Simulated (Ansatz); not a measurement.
C5H7F: several calculations on one system

## 1. Relaxation

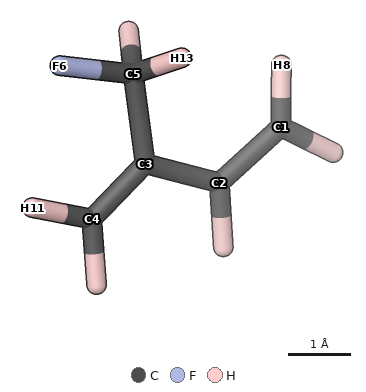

C5H7F, before the relaxation. Style: stick. Shown at a tilt.

The run prepares an end point of a later path (torsion) calculation, from a guessed geometry.

Computed with Ansatz, RKS B3LYP-D4/6-31G.

The input:
```yaml
crystal:
  periodic: [false, false, false]
  atoms:
    - { symbol: C, position_ang: [1.5098, 0.3104, -1.3481] }
    - { symbol: C, position_ang: [0.2927, 0.758, -0.8393] }
    - { symbol: C, position_ang: [-0.4825, 0.1078, 0.2138] }
    - { symbol: C, position_ang: [-1.5375, 0.6513, 0.6402] }
    - { symbol: C, position_ang: [0.0987, -1.167, 0.8268] }
    - { symbol: F, position_ang: [-0.72, -1.6281, 1.8239] }
    - { symbol: H, position_ang: [1.9545, 0.9301, -2.1532] }
    - { symbol: H, position_ang: [2.0257, -0.5164, -1.0369] }
    - { symbol: H, position_ang: [-0.1397, 1.6879, -1.2053] }
    - { symbol: H, position_ang: [-2.0211, 1.5502, 0.2392] }
    - { symbol: H, position_ang: [-2.199, 0.1736, 1.4585] }
    - { symbol: H, position_ang: [1.0933, -0.9708, 1.3193] }
    - { symbol: H, position_ang: [0.1455, -1.9217, 0.0759] }
basis:
  gaussian: { orbitals: "6-31G" }
hamiltonian:
  xc: b3lyp
  dispersion: d4
relax:
  f_tol: 0.015
  max_steps: 40
```

Launched with:
```bash
ansatz run input.yaml --threads 1 --pin off --max-ram 2048MiB --backend cpu --events-out ev --progress --plain --runs-dir out
```

Question: What does the optimiser find from here?

Answer: The atom that moves furthest after the best rigid fit is C4 (0.086 Å). Largest moves by element: C 0.086 Å, H 0.068 Å, F 0.044 Å. Among the contacts that change: C3–C4 1.261 → 1.345 Å, C4–H11 1.156 → 1.082 Å, C5–F6 1.370 → 1.437 Å, C1–H8 1.023 → 1.086 Å. Bond angles that change, for instance: H10–C4–H11 110.2° → 117.6°, C3–C4–H10 126.8° → 121.1°, C2–C1–H7 115.8° → 121.2°. The energy falls by 65.6 kJ/mol in 7 geometry steps. The largest force component goes from 7.2 to 0.0041 eV/Å. The run took 48 s on 1 thread of Intel(R) Xeon(R) Platinum 8259CL CPU @ 2.50GHz (Skylake/Cascade Lake), with other jobs on the host, peak memory 0.17 GiB.

Step by step:

| step | E − E(0), kJ/mol | largest force component, eV/Å |
| --- | --- | --- |
| 0 | 0.00 | 7.2272 |
| 1 | -57.14 | 1.5159 |
| 2 | -60.61 | 0.6696 |
| 3 | -62.25 | 0.8650 |
| 4 | -65.27 | 0.1977 |
| 5 | -65.54 | 0.0966 |
| 6 | -65.59 | 0.0154 |
| 7 | -65.59 | 0.0041 |

Final geometry:

```xyz
13

C     1.4816    0.3442   -1.3495
C     0.3142    0.7769   -0.8412
C    -0.4554    0.1319    0.2279
C    -1.6171    0.6440    0.6716
C     0.1102   -1.1366    0.8146
F    -0.7485   -1.6540    1.8444
H     1.9843    0.8860   -2.1431
H     1.9814   -0.5557   -1.0029
H    -0.1284    1.6885   -1.2386
H    -2.0252    1.5571    0.2499
H    -2.1781    0.1610    1.4610
H     1.0921   -0.9608    1.2687
H     0.2093   -1.9173    0.0519
```

After the run, drawn alike:

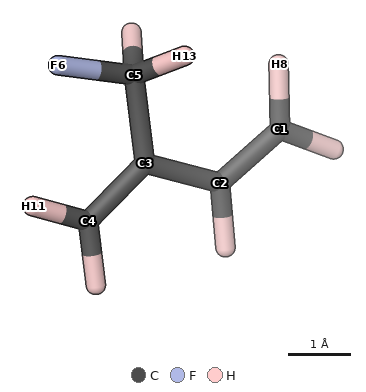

## 2. Relaxation

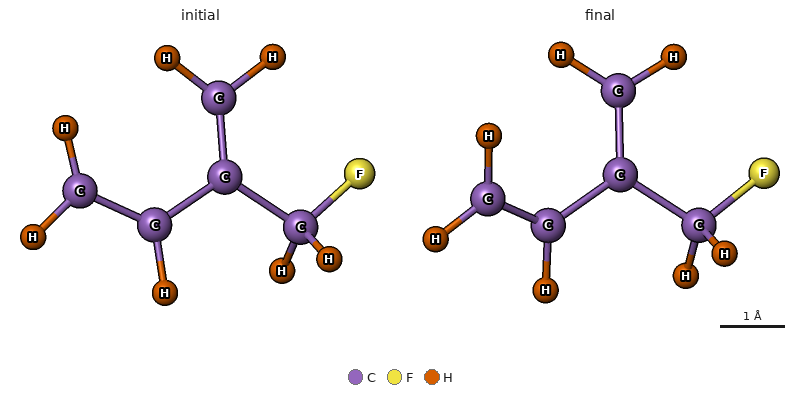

The structure of C5H7F before (left) and after (right) a relaxation, at one scale.

The picture is a ball-and-stick view, seen at a tilt.

The run prepares an end point of a later path (torsion) calculation, from a guessed geometry.

The calculation used RKS B3LYP-D4/6-31G in Ansatz.

Input file:
```yaml
crystal:
  periodic: [false, false, false]
  atoms:
    - { symbol: C, position_ang: [1.5098, 0.3104, -1.3481] }
    - { symbol: C, position_ang: [0.2927, 0.758, -0.8393] }
    - { symbol: C, position_ang: [-0.4825, 0.1078, 0.2138] }
    - { symbol: C, position_ang: [-0.09157, -0.99269, 0.68954] }
    - { symbol: C, position_ang: [-1.80802, 0.7583, 0.61195] }
    - { symbol: F, position_ang: [-2.43198, 0.00937, 1.57469] }
    - { symbol: H, position_ang: [1.9545, 0.9301, -2.1532] }
    - { symbol: H, position_ang: [2.0257, -0.5164, -1.0369] }
    - { symbol: H, position_ang: [-0.1397, 1.6879, -1.2053] }
    - { symbol: H, position_ang: [0.85137, -1.50632, 0.46652] }
    - { symbol: H, position_ang: [-0.65511, -1.54249, 1.53543] }
    - { symbol: H, position_ang: [-2.52642, 0.79376, -0.25576] }
    - { symbol: H, position_ang: [-1.61031, 1.71808, 1.03069] }
basis:
  gaussian: { orbitals: "6-31G" }
hamiltonian:
  xc: b3lyp
  dispersion: d4
relax:
  f_tol: 0.015
  max_steps: 40
output:
  orbitals: {}
```

Launched with:
```bash
ansatz run input.yaml --threads 1 --pin off --max-ram 2048MiB --backend cpu --events-out ev --progress --plain --runs-dir out
```

Q: Describe what moved and what it gained.

A: After 18 accepted moves (20 points after the start) the energy has fallen by 72.6 kJ/mol. The largest force component goes from 6.6 to 0.014 eV/Å. The line search rejected the trial steps at points 10, 13 of the run. The forces were under the threshold at step 6, but the run went on from there. The largest move after the best rigid fit is that of H9, 0.67 Å. Largest moves by element: H 0.67 Å, C 0.23 Å, F 0.12 Å. Among the contacts that change: C3–C4 1.261 → 1.342 Å, C4–H11 1.156 → 1.083 Å, C5–F6 1.370 → 1.436 Å, C1–H8 1.023 → 1.087 Å. Among the angles between lasting bonds that change: H10–C4–H11 110.2° → 117.7°, C2–C1–H7 115.8° → 121.6°, C3–C4–H10 126.8° → 121.4°. Groups turn about C2–C3 by about 30°.

## 3. Path

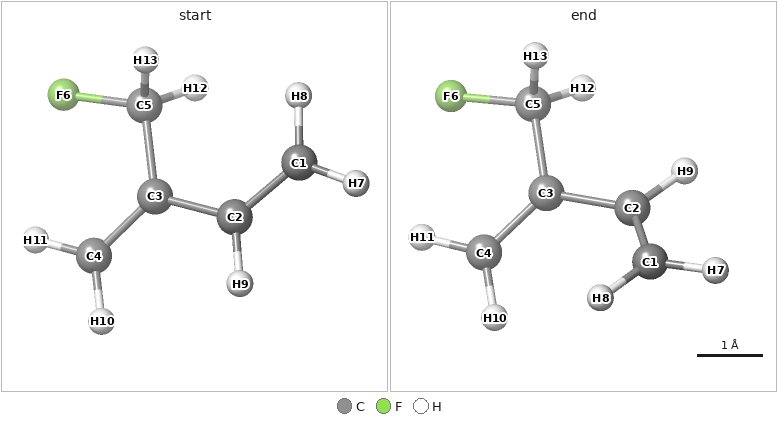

The two relaxed end points of a path for C5H7F. The picture is a ball-and-stick view, seen at a tilt.

Computed with RKS B3LYP-D4/6-31G (Ansatz 0.2.0).

Input file:
```yaml
crystal:
  periodic: [false, false, false]
  atoms:
    - { symbol: C, position_ang: [1.48168, 0.344421, -1.349393] }
    - { symbol: C, position_ang: [0.314237, 0.77693, -0.841142] }
    - { symbol: C, position_ang: [-0.45545, 0.131867, 0.22788] }
    - { symbol: C, position_ang: [-1.617212, 0.643849, 0.671552] }
    - { symbol: C, position_ang: [0.110181, -1.1366, 0.814585] }
    - { symbol: F, position_ang: [-0.748492, -1.654127, 1.844235] }
    - { symbol: H, position_ang: [1.984412, 0.886285, -2.142927] }
    - { symbol: H, position_ang: [1.981467, -0.55549, -1.002794] }
    - { symbol: H, position_ang: [-0.128427, 1.688554, -1.2385] }
    - { symbol: H, position_ang: [-2.025279, 1.556961, 0.249871] }
    - { symbol: H, position_ang: [-2.178192, 0.160809, 1.460874] }
    - { symbol: H, position_ang: [1.09204, -0.960854, 1.268735] }
    - { symbol: H, position_ang: [0.209435, -1.917304, 0.051822] }
basis:
  gaussian: { orbitals: "6-31G" }
hamiltonian:
  xc: b3lyp
  dispersion: d4
neb:
  order_check: false
  images: 7
  f_tol: 0.05
  max_iterations: 29
  initial_path: idpp
  final_atoms:
    - { symbol: C, position_ang: [0.81299558, 0.93087141, -1.75645262] }
    - { symbol: C, position_ang: [0.91281057, 0.39553242, -0.53002745] }
    - { symbol: C, position_ang: [-0.21902841, -0.05696323, 0.30275134] }
    - { symbol: C, position_ang: [-1.443608, 0.49267016, 0.28109666] }
    - { symbol: C, position_ang: [0.10727351, -1.21013181, 1.21944045] }
    - { symbol: F, position_ang: [-1.00020798, -1.52426965, 2.07833629] }
    - { symbol: H, position_ang: [1.68855827, 1.26362371, -2.30413681] }
    - { symbol: H, position_ang: [-0.14572711, 1.04595663, -2.25456405] }
    - { symbol: H, position_ang: [1.90535791, 0.26033271, -0.09681384] }
    - { symbol: H, position_ang: [-1.66644027, 1.35098917, -0.34311681] }
    - { symbol: H, position_ang: [-2.23798736, 0.10434709, 0.90595569] }
    - { symbol: H, position_ang: [0.96382504, -0.96993619, 1.86214922] }
    - { symbol: H, position_ang: [0.34257825, -2.11772142, 0.65017994] }
```

Launched with:
```bash
ansatz run input.yaml --threads 1 --pin off --max-ram 2048MiB --backend cpu --events-out ev --progress --plain --runs-dir out
```

Q: Predict the minimum-energy path and its barrier.

A: The energy climbs by 5.96 kcal/mol to image 4 and then falls by 3.17 kcal/mol, so the end point sits at +2.78 kcal/mol. The motion is a rotation about the C2–C3 bond by about 150°. No bond forms or breaks between the ends. Among the angles between lasting bonds that change up to the highest image: C2–C3–C5 117.2° → 113.9°, C2–C3–C4 121.8° → 123.9°. The band converged in 7 iterations, with a climbing image at the top.

Energies of the converged images:

```tsv
image	path (Å)	E (kcal/mol)
0	0.00	0.00
1	0.74	0.98
2	1.47	3.14
3	2.21	5.13
4	2.94	5.96
5	3.56	5.49
6	4.18	4.33
7	4.80	3.20
8	5.42	2.78
```

The geometry at the top of the path:

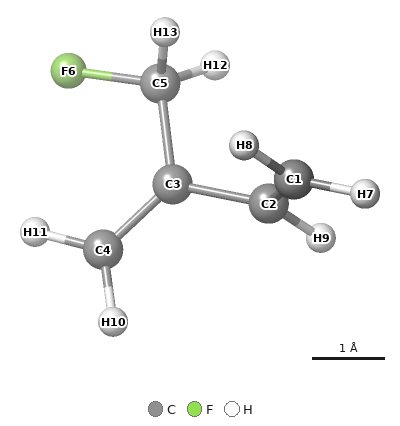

Cost: 4.3 min on 1 thread of Intel(R) Xeon(R) Platinum 8259CL CPU @ 2.50GHz (Skylake/Cascade Lake), with other jobs on the host, peak memory 0.24 GiB.
